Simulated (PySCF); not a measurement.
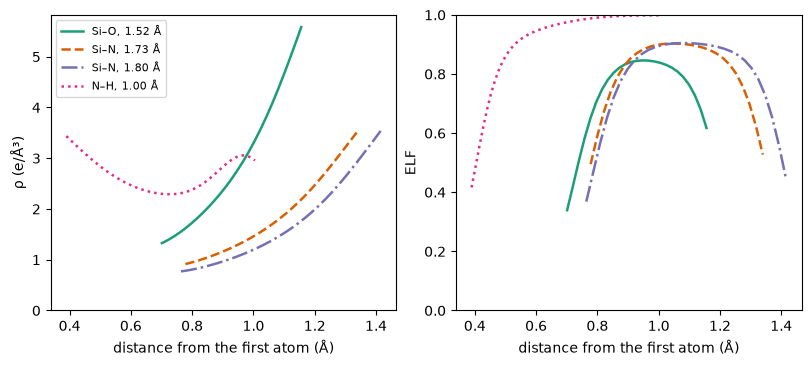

Figure 1: H$_{5}$N$_{2}$OSi$_{2}$ (SMILES [O][SiH]1N[SiH2]N1) (doublet). Electron density and electron localisation function along straight lines between neighbouring atoms. The curves leave out the atomic cores.

Geometry: GFN2-xTB.

Theory: UKS B3LYP, pcH-1 on H N O Si, non-relativistic, mean-field spin-orbit, GIAO in PySCF 2.14.0, density-fitted response routines.

```xyz
10

O    -0.1404   -2.5027   -0.7933
Si   -0.1216   -1.3374    0.1764
N    -1.1647    0.0984   -0.1062
Si    0.1235    1.2495   -0.2388
N     1.1859   -0.0754    0.0843
H    -0.2424   -1.4155    1.6407
H    -2.0176    0.0900   -0.6374
H     0.3413    1.6949   -1.6073
H     0.0401    2.2735    0.7922
H     2.0049   -0.0707    0.6668
```

> Compare the contacts.

Si–O (1.52 Å): ρ is about 1.5 e/Å³ halfway; the ELF peaks at about 0.85 between the atoms: a short, strongly polar bond.
Si–N (1.73 Å): the density is about 1.1 e/Å³ at the midpoint; the ELF peaks at about 0.90 between the atoms: a polar covalent bond.
Si–N (1.80 Å): the density is about 0.96 e/Å³ at the midpoint; the ELF peaks at about 0.90 between the atoms; a polar covalent bond.
N–H (1.00 Å): ρ at the midpoint is about 2.8 e/Å³; the ELF climbs to about 1 towards the hydrogen, as it does in any bond to H: an ordinary covalent bond to hydrogen.
